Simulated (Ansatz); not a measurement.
GaP (zinc blende)

```
CELL_PARAMETERS angstrom
      0.00000     2.75322     2.75322
      2.75322     0.00000     2.75322
      2.75322     2.75322     0.00000
ATOMIC_POSITIONS crystal
  P  0.75000 0.75000 0.75000
  Ga 0.00000 0.00000 0.00000
```

The relaxed cell is deformed in two ways at once: its volume V is scaled, and at that volume it is stretched along z (the c axis of the conventional cell) so that c/a changes. Fractional atomic positions are held.

The numbers are results of PBE (plane waves to 420 eV, PAW, scalar-relativistic; Ansatz, a program for electronic structure), not measurements. k mesh 10×10×10 (Γ-centred), Fermi-Dirac smearing 0.05 eV. E stands for the smeared free energy. Stress and pressure are positive under compression. GaP was relaxed with its symmetry unable to fall. The PAW data are Ansatz's earlier set. The zero of ΔE is the relaxed starting cell.

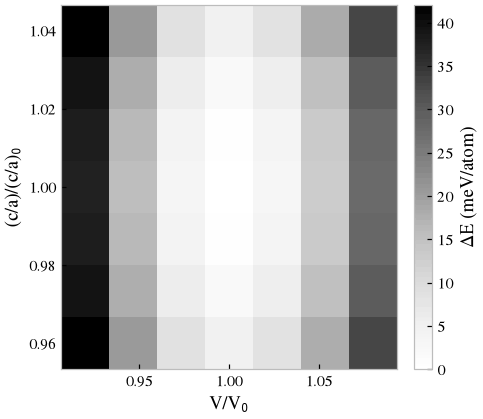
Fig. 1. ΔE (meV/atom) over the 7×7 grid of computed points.

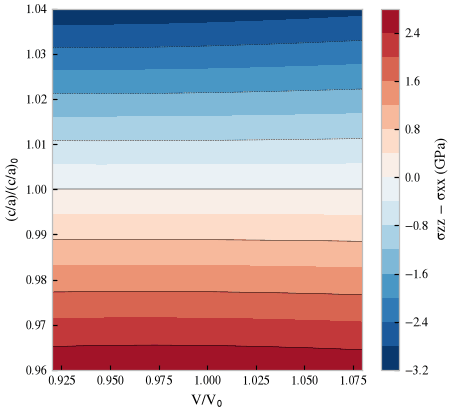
*σzz − σxx (GPa) over the 7×7 grid of computed points.*

The shear modulus C′ = (C11 − C12)/2 (fit, atoms clamped) is 36 GPa. Highest place on the grid: V/V₀ = 0.920, (c/a)/(c/a)₀ = 1.040 (42.1 meV/atom). Lowest place on the grid: V/V₀ = 1.000, (c/a)/(c/a)₀ = 1.000 (0.0 meV/atom).

Near the relaxed cell σzz − σxx = −2Cδ (compression positive), C being this modulus and δ the logarithm of the ratio.

(Under strain, the slope of the energy per volume gives the stress and its curvature an elastic modulus.)
